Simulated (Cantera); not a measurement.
A closed system holds: 1 mol PbO, 18 mol H2, 0.52 mol O2, held at 4.80 mbar.

Equilibrium computed with Cantera from the NASA thermochemical tables; the gas is ideal and each condensed phase is pure. Candidate condensed phases: H2O, Pb, PbO, PbO2, Pb3O4; 12 gas species. Rates play no part.

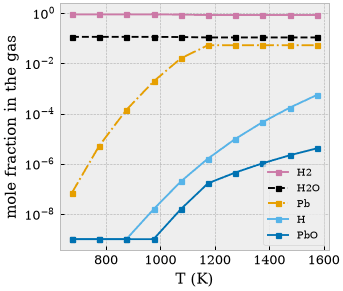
Equilibrium gas composition (values under 1e-9 drawn at 1e-9)

Task: Read off the mole fractions at 1375 K.

Result: H2 about 0.84, H2O about 0.11, Pb about 0.053, H about 4.5e-5, PbO about 1.0e-6.
